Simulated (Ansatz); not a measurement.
## TiTe2 (CdI2 type): energy against volume

TiTe$_{2}$ (CdI2 type)

```
TiTe2
1.0
    3.78396     0.00000     0.00000
   -1.89198     3.27701     0.00000
    0.00000     0.00000     6.60161
Ti Te
1 2
Direct
  0.00000   0.00000   0.00000
  0.33333   0.66667   0.25685
  0.66667   0.33333   0.74315
```

E(V) scan at fixed shape, V₀ the volume above. The atoms relax within the cell's symmetry.

All values below come from r2SCAN+rVV10 (plane waves to 500 eV, PAW, scalar-relativistic; Ansatz, an electronic-structure program). k mesh 14×14×7 (Γ-centred), Fermi-Dirac smearing 0.05 eV. E stands for the smeared free energy. With the shape held, the modulus is that of even scaling; a crystal free to change shape is softer. Spin-orbit coupling is left out, though Te is heavy. TiTe2 is run without spin polarisation. TiTe2 was relaxed with its symmetry unable to fall. ΔE is measured from the relaxed starting cell.

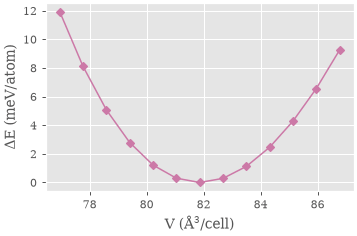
Fig. 1. ΔE (meV/atom) against V (Å³/cell); markers are the computed points, lines only join them.

The energy cost of the largest expansion is 9 meV/atom and the pressure derivative B₀′ (fit) is 5.4. The bulk modulus at fixed cell shape B₀ (third-order Birch-Murnaghan fit) is 34.1 GPa. The equilibrium volume of the fit comes out as 27.29 Å³/atom and the pressure at the smallest volume is 2.5 GPa.

(A scan under strain: stresses follow from slopes of the energy per volume, elastic moduli from its curvatures.)
